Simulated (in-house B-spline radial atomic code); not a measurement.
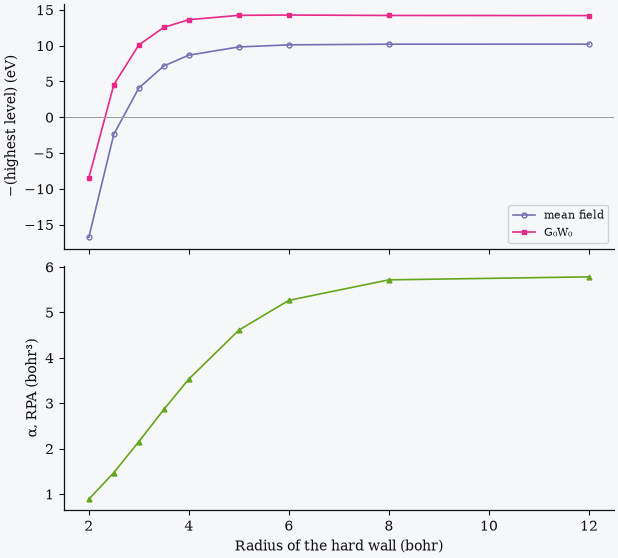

N ([He] 2s² 2p³) confined in a hard spherical wall, PBE0 start. All-electron spherical atom, non-relativistic, no spin-orbit coupling, Breit or QED terms; computed with a B-spline radial code.

Q: What does confinement do?

A: As the wall closes from 12 to 2 bohr, the mean-field binding energy of 2p↑ goes from 10.22 to −16.77 eV, so the level rises above zero, and the G₀W₀ value from 14.21 (at 12 bohr) to −8.49 eV (at 2 bohr). The RPA-screened polarisability falls from 5.78 to 0.887 bohr³, and the RPA correlation energy goes from −0.3190 to −0.3383 hartree.
